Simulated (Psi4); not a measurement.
**SiNH3ClO (SMILES [NH][SiH](O)Cl): levels of theory compared**

We compute a comparison of 6 runs (U-r2SCAN/def2-SVP, U-revPBE/def2-SVP, UBLYP/def2-SVP, UM06-L/def2-SVP, UPBE/def2-SVP, USVWN5/def2-SVP) of SiNH3ClO. 

The results are computed with Psi4 1.11.

4 further runs of the same task are left out: 2 that didn't finish, 2 set aside as unsound or not needed.

## (1) The molecule

SiNH3ClO has 7 atoms, charge 0, and is taken as a doublet. As SMILES, `[NH][SiH](O)Cl`. The N1–H5 distance was set to 1.532 Å, away from the relaxed value. At this shape a bond of the SMILES string is far longer than usual.

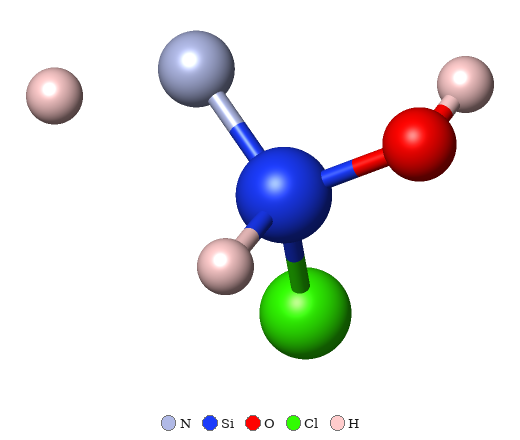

The structure, seen from a chosen angle (nitrogen light blue, silicon blue, oxygen red, chlorine green, hydrogen pink).

## (2) A single-point energy at U-r2SCAN/def2-SVP (run 1)

File job.dat:

```
memory 2200 mb

molecule {
  0 2
  N      0.110918     0.828588    -0.940503
  Si     0.346918    -0.397212     0.268997
  O      1.886418    -0.913212     0.243397
  Cl    -0.969182    -1.876812    -0.282403
  H     -1.151500     1.677300    -0.756300
  H      0.072218    -0.002712     1.663297
  H      2.290418    -1.081312    -0.610603
  symmetry c1
}

set {
  basis                def2-SVP
  reference            uks
  puream               true
  e_convergence        1e-09
  d_convergence        1e-08
  scf_type             pk
  dft_radial_points    99
  dft_spherical_points 590
  maxiter              100
}

energy("r2scan")
```

Started as:

```bash
$ psi4 -i job.dat -o job.out -n 1
```

job.out:

```text
[...]
  Running in c1 symmetry.
[...]
  Nuclear repulsion =  214.905615761810509
[...]
  Multiplicity = 2
[...]
  Nalpha       = 25
  Nbeta        = 24
[...]
    Number of basis functions: 79
[...]
   @UKS iter   1:  -880.46438715139107    2.03645e-02   1.25847e-02 ADIIS/DIIS
[...]
   @UKS iter  19:  -880.98205619115402   -3.29692e-12   2.87370e-09 DIIS
[...]
   @S^2 Observed:                7.651632009E-01
[...]
    Orbital Energies [Eh]
    ---------------------
    Alpha Occupied:
       1A   -101.165304     2A    -65.883403     3A    -18.984205
       4A    -14.228863     5A     -9.366874     6A     -7.115163
       7A     -7.109064     8A     -7.108778     9A     -5.268462
      10A     -3.615391    11A     -3.612893    12A     -3.611632
      13A     -0.979921    14A     -0.797880    15A     -0.759429
      16A     -0.540320    17A     -0.436252    18A     -0.394487
      19A     -0.381497    20A     -0.344600    21A     -0.323401
      22A     -0.310548    23A     -0.299816    24A     -0.286436
      25A     -0.269600
    Alpha Virtual:
[...]
  @UKS Final Energy:  -880.98205619115402
   => Energetics <=
    Nuclear Repulsion Energy =            214.9056157618105090
    One-Electron Energy =               -1643.9596930441609857
    Two-Electron Energy =                 613.6815157955990117
    DFT Exchange-Correlation Energy =     -65.6094947044024224
    Empirical Dispersion Energy =           0.0000000000000000
    VV10 Nonlocal Energy =                  0.0000000000000000
    Total Energy =                       -880.9820561911540153
[...]
 Multipole Moments:
 ------------------------------------------------------------------------------------
     Multipole            Electronic (a.u.)      Nuclear  (a.u.)        Total (a.u.)
 ------------------------------------------------------------------------------------
 L = 1.  Multiply by 2.5417464519 to convert [e a0] to [Debye]
 Dipole X            :         -1.8410947            1.8635797            0.0224850
 Dipole Y            :         -3.5071432            3.8428941            0.3357508
 Dipole Z            :         -0.8446350            0.7728584           -0.0717766
 Magnitude           :                                                    0.3440728
[...]
```

Run time: 41 s. Hardware: 1 thread of AMD EPYC 9R45 (Zen 5), shared host; peak memory 1.2 GiB.

## (3) Energy and gradient at U-revPBE/def2-SVP (run 2)

File clh3nosi.in:

```
memory 2200 MB

molecule {
  0 2
  N      0.20960464     1.56580439    -1.77729309
  Si     0.65558001    -0.75062189     0.50833066
  O      3.56481338    -1.72572057     0.45995367
  Cl    -1.83148854    -3.54666067    -0.53366433
  H     -2.17601963     3.16963763    -1.42919987
  H      0.13647224    -0.00512494     3.14317579
  H      4.32826273    -2.04338354    -1.15387244
  units au
  symmetry c1
  no_reorient
  no_com
}

set {
  reference uks
  puream true
  e_convergence 1e-09
  d_convergence 1e-08
  scf_type pk
  dft_radial_points 99
  dft_spherical_points 590
  maxiter 100
}

E, wfn = gradient("revpbe/def2-SVP", return_wfn=True)
oeprop(wfn, "LOWDIN_CHARGES", "DIPOLE", "MULLIKEN_CHARGES", title="REVPBE")
print_variables()
```

Started as:

```bash
$ psi4 -i clh3nosi.in -o clh3nosi.out -n 1
```

clh3nosi.out:

```text
[...]
  Running in c1 symmetry.
[...]
  Nuclear repulsion =  214.905615799513470
[...]
  Multiplicity = 2
[...]
  Nalpha       = 25
  Nbeta        = 24
[...]
    Number of basis functions: 79
[...]
   @UKS iter   1:  -880.28498558775027    1.91644e-01   1.39130e-02 ADIIS/DIIS
[...]
   @UKS iter  18:  -880.91303989355526   -1.47793e-12   7.96592e-09 DIIS
[...]
   @S^2 Observed:                7.582188139E-01
[...]
  @UKS Final Energy:  -880.91303989355526
   => Energetics <=
    Nuclear Repulsion Energy =            214.9056157995134697
    One-Electron Energy =               -1644.0369357119848246
    Two-Electron Energy =                 613.7419680050068109
    DFT Exchange-Correlation Energy =     -65.5236879860907209
    Empirical Dispersion Energy =           0.0000000000000000
    VV10 Nonlocal Energy =                  0.0000000000000000
    Total Energy =                       -880.9130398935552648
[...]
  -Total Gradient:
     Atom            X                  Y                   Z
    ------   -----------------  -----------------  -----------------
       1        0.070465660541    -0.067989887509     0.014030916512
       2        0.023288582027    -0.006334767204    -0.018871479065
       3       -0.021819540928     0.004705191540    -0.009982883007
       4        0.009776047301     0.012224913199     0.004593705593
       5       -0.075524341810     0.054991717644     0.005530719075
       6        0.000146376515    -0.000610217829    -0.007687706345
       7       -0.006315592167     0.003017369061     0.012383085736
[...]
 Multipole Moments:
 ------------------------------------------------------------------------------------
     Multipole            Electronic (a.u.)      Nuclear  (a.u.)        Total (a.u.)
 ------------------------------------------------------------------------------------
 L = 1.  Multiply by 2.5417464519 to convert [e a0] to [Debye]
 Dipole X            :        -10.2633886           10.3172698            0.0538812
 Dipole Y            :         72.7778969          -72.5259425            0.2519544
 Dipole Z            :         10.0804849          -10.1569832           -0.0764982
 Magnitude           :                                                    0.2687678
[...]
```

It took 18 s on 1 thread of AMD EPYC 9R45 (Zen 5), shared host; peak memory 0.99 GiB.

Run 3 isn't shown in full; the table further down has it.

## (4) The energy at UM06-L/def2-SVP (run 4)

File run.py:

```python
import numpy as np
from ase.calculators.psi4 import Psi4
from ase import Atoms

atoms = Atoms(['N', 'Si', 'O', 'Cl', 'H', 'H', 'H'], positions=[
    [0.110918, 0.828588, -0.940503],
    [0.346918, -0.397212, 0.268997],
    [1.886418, -0.913212, 0.243397],
    [-0.969182, -1.876812, -0.282403],
    [-1.151500, 1.677300, -0.756300],
    [0.072218, -0.002712, 1.663297],
    [2.290418, -1.081312, -0.610603],
])
calc = Psi4(atoms=atoms, method='m06-l', basis='def2-SVP', memory='2200MB', num_threads=1, charge=0, multiplicity=2, label='clh3nosi', reference='uks')
calc.psi4.set_options({'puream': True, 'e_convergence': 1e-09, 'd_convergence': 1e-08, 'scf_type': 'pk', 'dft_radial_points': 99, 'dft_spherical_points': 590, 'maxiter': 100})
atoms.calc = calc

print(f'energy: {atoms.get_potential_energy():.6f} eV')
```

Started as:

```bash
$ python run.py
```

clh3nosi.dat:

```text
[...]
  Running in c1 symmetry.
[...]
  Nuclear repulsion =  214.905615761810509
[...]
  Multiplicity = 2
[...]
  Nalpha       = 25
  Nbeta        = 24
[...]
    Number of basis functions: 79
[...]
   @UKS iter   1:  -880.61315851547647   -6.50629e-02   1.23199e-02 DIIS/ADIIS
[...]
   @UKS iter  17:  -881.08704358417447    5.68434e-13   7.77369e-09 DIIS
[...]
   @S^2 Observed:                7.636713782E-01
[...]
    Orbital Energies [Eh]
    ---------------------
    Alpha Occupied:
       1A   -101.134645     2A    -65.875706     3A    -18.992217
       4A    -14.237246     5A     -9.405199     6A     -7.115420
       7A     -7.108865     8A     -7.108649     9A     -5.308323
      10A     -3.621185    11A     -3.618666    12A     -3.617204
      13A     -0.992907    14A     -0.801299    15A     -0.766181
      16A     -0.538768    17A     -0.436468    18A     -0.393453
      19A     -0.379323    20A     -0.342798    21A     -0.321723
      22A     -0.308612    23A     -0.298338    24A     -0.280619
      25A     -0.270067
    Alpha Virtual:
[...]
  @UKS Final Energy:  -881.08704358417447
   => Energetics <=
    Nuclear Repulsion Energy =            214.9056157618105090
    One-Electron Energy =               -1644.1822301630877519
    Two-Electron Energy =                 613.9410331093774857
    DFT Exchange-Correlation Energy =     -65.7514622922748231
    Empirical Dispersion Energy =           0.0000000000000000
    VV10 Nonlocal Energy =                  0.0000000000000000
    Total Energy =                       -881.0870435841744666
[...]
 Multipole Moments:
 ------------------------------------------------------------------------------------
     Multipole            Electronic (a.u.)      Nuclear  (a.u.)        Total (a.u.)
 ------------------------------------------------------------------------------------
 L = 1.  Multiply by 2.5417464519 to convert [e a0] to [Debye]
 Dipole X            :         -1.8575685            1.8635797            0.0060112
 Dipole Y            :         -3.4590824            3.8428941            0.3838117
 Dipole Z            :         -0.8311004            0.7728584           -0.0582420
 Magnitude           :                                                    0.3882521
[...]
```

Standard output:

```text
energy: -23975.599664 eV
```

Run time: 33 s. Hardware: 1 thread of AMD EPYC 9R45 (Zen 5), shared host; peak memory 1.2 GiB.

Run 5 isn't shown in full; the table further down has it.

## (5) The energy at USVWN5/def2-SVP (run 6)

File run.py:

```python
import psi4

psi4.set_memory(2200000000)
psi4.set_num_threads(1)
psi4.set_output_file('psi4.out', False)

molecule = psi4.geometry("""
0 2
N      0.110918     0.828588    -0.940503
Si     0.346918    -0.397212     0.268997
O      1.886418    -0.913212     0.243397
Cl    -0.969182    -1.876812    -0.282403
H     -1.151500     1.677300    -0.756300
H      0.072218    -0.002712     1.663297
H      2.290418    -1.081312    -0.610603
units angstrom
symmetry c1
""")

psi4.set_options({
    'basis': 'def2-SVP',
    'reference': 'uks',
    'puream': True,
    'e_convergence': 1e-09,
    'd_convergence': 1e-08,
    'scf_type': 'pk',
    'dft_radial_points': 99,
    'dft_spherical_points': 590,
    'maxiter': 100,
})

e_tot, wfn = psi4.energy("scf", dft_functional={"name": "SVWN5", "x_functionals": {"LDA_X": {}}, "c_functionals": {"LDA_C_VWN": {}}}, return_wfn=True)
psi4.oeprop(wfn, "MULLIKEN_CHARGES", "DIPOLE", "MAYER_INDICES")
print(f'scf energy: {e_tot:.10f} Eh')
```

Started as:

```bash
$ python run.py
```

psi4.out:

```text
[...]
  Running in c1 symmetry.
[...]
  Nuclear repulsion =  214.905615761810509
[...]
  Multiplicity = 2
[...]
  Nalpha       = 25
  Nbeta        = 24
[...]
    Number of basis functions: 79
[...]
   @UKS iter   1:  -876.79050075220687    2.83507e-01   1.44218e-02 ADIIS/DIIS
[...]
   @UKS iter  16:  -877.46254640401344   -1.47793e-12   8.39226e-09 DIIS
[...]
   @S^2 Observed:                7.581560757E-01
[...]
  @UKS Final Energy:  -877.46254640401344
   => Energetics <=
    Nuclear Repulsion Energy =            214.9056157618105090
    One-Electron Energy =               -1643.9339608409914035
    Two-Electron Energy =                 613.5712273579943030
    DFT Exchange-Correlation Energy =     -62.0054286828269170
    Empirical Dispersion Energy =           0.0000000000000000
    VV10 Nonlocal Energy =                  0.0000000000000000
    Total Energy =                       -877.4625464040134375
[...]
 Multipole Moments:
 ------------------------------------------------------------------------------------
     Multipole            Electronic (a.u.)      Nuclear  (a.u.)        Total (a.u.)
 ------------------------------------------------------------------------------------
 L = 1.  Multiply by 2.5417464519 to convert [e a0] to [Debye]
 Dipole X            :         -1.8888426            1.8635797           -0.0252630
 Dipole Y            :         -3.5925244            3.8428941            0.2503697
 Dipole Z            :         -0.8606408            0.7728584           -0.0877823
 Magnitude           :                                                    0.2665125
[...]
  Mulliken Charges: (a.u.)
   Center  Symbol    Alpha    Beta     Spin     Total
       1     N     4.14880  3.17287  0.97593 -0.32167
       2    SI     6.77180  6.76685  0.00495  0.46135
       3     O     4.15562  4.14045  0.01517 -0.29608
       4    CL     8.63116  8.55698  0.07418 -0.18813
       5     H     0.37029  0.45211 -0.08182  0.17760
       6     H     0.53115  0.51893  0.01222 -0.05007
       7     H     0.39119  0.39181 -0.00062  0.21701
   Total alpha = 25.00000, Total beta = 24.00000, Total charge =  0.00000
  Mayer Bond Indices:
[...]
```

The script printed:

```text
scf energy: -877.4625464040 Eh
```

It took 11 s on 1 thread of AMD EPYC 9R45 (Zen 5), shared host; peak memory 0.48 GiB.

## (6) Overview of the runs

```tsv
run	level	task	energy (Eh)	dipole moment (D)	HOMO energy (eV)	LUMO energy (eV)	wall time
1	U-r2SCAN/def2-SVP	energy	-880.982056	0.87	-6.83	-4.23	41 s
2	U-revPBE/def2-SVP	gradient	-880.913040	0.68	-6.42	-4.69	18 s
3	UBLYP/def2-SVP	gradient	-881.062187	0.56	-6.27	-4.70	17 s
4	UM06-L/def2-SVP	energy	-881.087044	0.99	-6.73	-4.19	33 s
5	UPBE/def2-SVP	gradient	-880.615972	0.68	-6.43	-4.80	17 s
6	USVWN5/def2-SVP	energy	-877.462546	0.68	-6.38	-5.30	11 s
```

## (7) What came out

```
                                 quantity          value
                      run 6: total energy  -877.46255 Eh
                     run 6: dipole moment         0.68 D
run 6: HOMO energy (highest over α and β)       -6.38 eV
 run 6: LUMO energy (lowest over α and β)       -5.30 eV
                              run 6: ⟨S²⟩          0.758
```

In words: The dipole moment (its size) runs from 0.56 D (UBLYP/def2-SVP) to 0.99 D (UM06-L/def2-SVP). Totals of different functionals can't be ranked against each other. All runs together took 2.3 min, the longest 41 s.
